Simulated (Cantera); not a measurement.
A closed system holds: 1 mol C2F6, 0.38 mol HCl, equilibrated at 0.000430 bar.

Cantera equilibrium calculation (NASA polynomials, part measured and part estimated; ideal gas, pure solids and liquids). Candidate condensed phases: C, C6H6, C7H8, C8H18; 118 gas species. The feed counts by its element totals alone. Gases not in the tables: C2F6 and larger saturated fluorocarbons. The numbers say what is thermodynamically allowed, not how fast it happens.

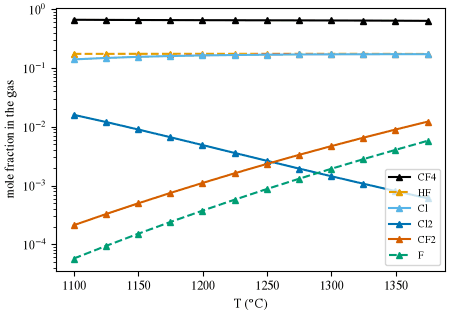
Figure. Equilibrium gas composition (values under 1e-9 drawn at 1e-9)

From 1100 °C to 1375 °C the condensed part is C(graphite). The main C-bearing gas is CF4 throughout.
